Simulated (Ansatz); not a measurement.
# ClH5N2OZr: the cost of one run

Method: RKS LDA/def2-SVP, in Ansatz 0.2.0.

## Step 1: The structure to begin with

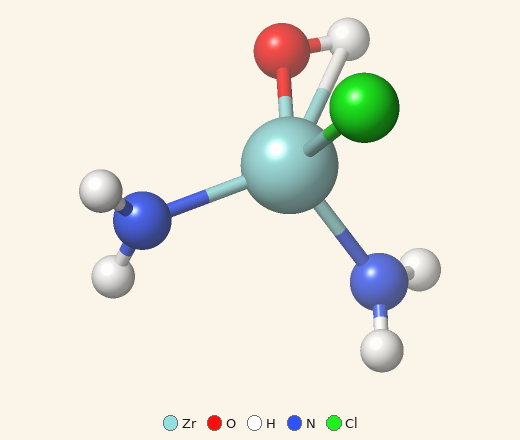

Start, viewed from a chosen angle; zirconium light teal, oxygen red, hydrogen white, nitrogen blue, chlorine green.

Structure file:

```xyz
10

Zr    0.0000    0.0000    0.0000
O     0.0000    0.0000    2.0700
H    -0.9095   -0.2814    2.4071
N     2.0840    0.0000   -0.7359
H     2.5823   -0.9180   -0.9166
H     2.5853    0.9180   -0.9082
Cl   -1.1869    2.0563   -0.8392
N    -1.0409   -1.8034   -0.7359
H    -1.5759   -2.4197   -0.0595
H    -1.0055   -2.0526   -1.7656
```

## Step 2: Preparing the start

Input file input.yaml:

```yaml
crystal:
  periodic: [false, false, false]
  atoms:
    - { symbol: Zr, position_ang: [0.0, 0.0, 0.0] }
    - { symbol: O, position_ang: [0.0, 0.0, 2.07] }
    - { symbol: H, position_ang: [-0.9095, -0.2814, 2.4071] }
    - { symbol: "N", position_ang: [2.084, 0.0, -0.7359] }
    - { symbol: H, position_ang: [2.5823, -0.918, -0.9166] }
    - { symbol: H, position_ang: [2.5853, 0.918, -0.9082] }
    - { symbol: Cl, position_ang: [-1.1869, 2.0563, -0.8392] }
    - { symbol: "N", position_ang: [-1.0409, -1.8034, -0.7359] }
    - { symbol: H, position_ang: [-1.5759, -2.4197, -0.0595] }
    - { symbol: H, position_ang: [-1.0055, -2.0526, -1.7656] }
basis:
  gaussian: { orbitals: def2-SVP }
hamiltonian:
  xc: lda
relax:
  f_tol: 0.02
  max_steps: 40
```

Run with:

```bash
$ ansatz run input.yaml --threads 2 --pin off --max-ram 3072MiB --backend cpu --events-out ev --progress --plain --runs-dir out
```

What time and memory should one allow on 2 threads of Arm Neoverse N1, shared host?

About 66 s, with a peak of 0.16 GiB.
